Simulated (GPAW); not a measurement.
Consider LaBi (Fm-3m).

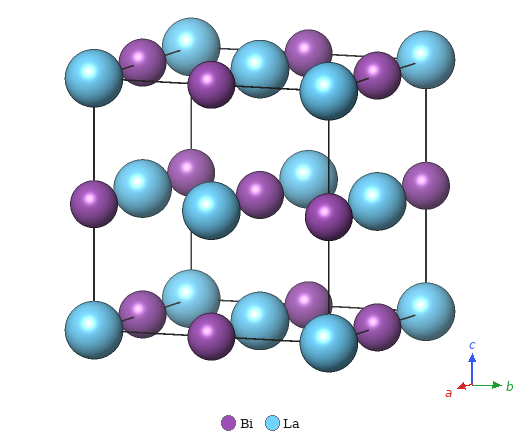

The structure (bismuth purple, lanthanum blue). Some periodic images of atoms are drawn too.

```xyz
2
Lattice="0.0000 3.2825 3.2825 3.2825 0.0000 3.2825 3.2825 3.2825 0.0000" Properties=species:S:1:pos:R:3 pbc="T T T"
Bi    3.2825    3.2825    3.2825
La    0.0000    0.0000    0.0000
```

Absorber: atom 2, with 6 Bi at 3.28 Å (octahedral, site symmetry m-3m). Method: GPAW, LDA, excited-electron core hole (neutral cell), 8-atom cell with 6.6 Å between holes, 4×4×4 k points, dipole transitions, Gaussian full width 3.41 eV up to 4 eV, rising linearly to 3.5 eV at 25 eV, without spin-orbit coupling.

The database entry behind the starting cell differs from later determinations by our own check (about 0.2 % short), so it need not match the best structure at ambient conditions.

Question: Predict the near-edge structure at the La L₃ edge.

Main maxima up to 30 eV above the zero (height): 1.4 eV (2.64), 12.2 eV (0.79) and 23.2 eV (0.90). At an L edge the dipole rule selects empty d (and weakly s) states on the absorber, and the strong line at the onset measures the empty part of its d band. 

The La L₃ spectrum (energy from the lowest empty level; intensity scaled to a mean of 1 over the first 20 eV):

| E (eV) | intensity |
| --- | --- |
| -2.0 | 0.38 |
| -0.5 | 1.52 |
| 1.0 | 2.59 |
| 2.5 | 2.23 |
| 4.0 | 1.26 |
| 5.5 | 0.73 |
| 7.0 | 0.68 |
| 8.5 | 0.69 |
| 10.0 | 0.69 |
| 11.5 | 0.77 |
| 13.0 | 0.77 |
| 14.5 | 0.66 |
| 16.0 | 0.63 |
| 17.5 | 0.63 |
| 19.0 | 0.64 |
| 20.5 | 0.72 |
| 22.0 | 0.85 |
| 23.5 | 0.90 |
| 25.0 | 0.78 |
| 26.5 | 0.62 |
| 28.0 | 0.56 |
| 29.5 | 0.57 |
| 31.0 | 0.57 |

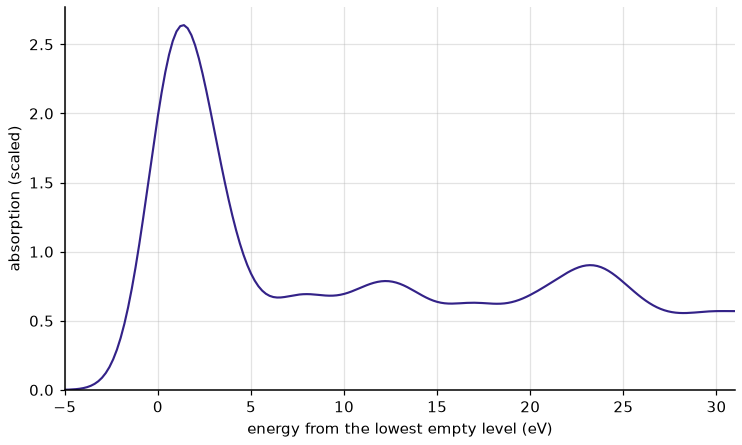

The La L₃ edge.

Only the L₃ part is meant: spin–orbit coupling of the core level isn't computed and the L₂ copy isn't added. The script folds with a Gaussian, whereas the core hole's own line is a Lorentzian, so the onset is too steep and the first peak too high. The structure is a published determination, not relaxed.

[Banner, clock and machine lines of the logs are left out without a mark of their own.]

[Logs are printed without paths, hosts, clocks, repeated set-up lines and the standing remarks that a program may print on its own settings, such as how far it seeks lower states.]

[Hosts, paths, dates, database ids (printed as entryN), source tags and the programs' standing remarks are cut or masked in the printed files.]

[Lists of maxima count a maximum above −3 eV only where it reaches 4 % of the highest in the window and stands out from its surroundings by 2 % of it (1.5 % where it reaches 55 %); shoulders and weaker maxima are passed over, and of the rest the first, up to two pre-edge ones and the few strongest are named.]
